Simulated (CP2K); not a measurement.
Band structure of KSrMg6 (Amm2, 8 atoms in the cell).

```
KSrMg6
1.0
    5.56618     0.00000     0.00000
    0.00000     7.10364     0.00000
    0.00000     3.61446     6.11535
K Sr Mg
1 1 6
Direct
  0.00000   0.83955   0.83955
  0.50000   0.66115   0.66115
  0.00000   0.32358   0.83816
  0.00000   0.83816   0.32358
  0.00000   0.33313   0.33313
  0.50000   0.17714   0.66188
  0.50000   0.66188   0.17714
  0.50000   0.16540   0.16540
```

Method: CP2K 2026.2 with LDA (Pade form), GPW, DZVP-MOLOPT-SR-GTH basis, GTH-PADE potentials (GTH_POTENTIALS).

Settings: CUTOFF = 1000 Ry; REL_CUTOFF = 50 Ry; SMEAR/METHOD = GAUSSIAN; SIGMA = 0.272 eV; KPOINTS/SCHEME = MONKHORST-PACK 3 3 3; XC_FUNCTIONAL = PADE; K/BASIS_SET = DZVP-MOLOPT-SR-GTH-q9; K/POTENTIAL = GTH-PADE-q9; Sr/BASIS_SET = DZVP-MOLOPT-SR-GTH-q10; Sr/POTENTIAL = GTH-PADE-q10; Mg/BASIS_SET = DZVP-MOLOPT-SR-GTH-q10; Mg/POTENTIAL = GTH-PADE-q10; METHOD = GPW; EPS_DEFAULT = 1e-10.

The starting cell comes from a database of computed structures (which also holds hypothetical and non-ambient phases and stackings), without a prior relaxation at this level. Values carry the incompleteness of an atom-centred basis.

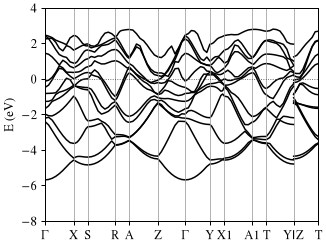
Fig. 1. Bands along the path, energies from the Fermi level.

Levels in eV from the Fermi level, bands 37 to 42:
```csv
point,37,38,39,40,41,42
Γ,-1.68,-1.27,-0.82,-0.48,-0.13,1.44
X,-0.45,-0.37,-0.36,0.01,0.36,0.62
S,-0.61,-0.49,0.00,0.36,0.68,1.12
R,-1.49,-1.29,-1.21,-0.99,1.02,1.65
A,-2.45,-2.11,0.34,0.58,0.67,0.86
Z,-1.25,-1.06,-0.89,-0.86,-0.21,-0.08
Y,-0.42,-0.27,0.22,0.36,0.41,0.74
X1,-0.45,-0.37,-0.36,0.01,0.36,0.62
A1,-2.45,-2.11,0.34,0.58,0.67,0.86
T,-1.66,-1.60,-0.89,-0.55,0.86,1.40
```

Bands cross the Fermi level along this path, so the cell is metallic at this level.

Higher empty bands are left out: an atom-centred basis made for the valence describes them poorly.
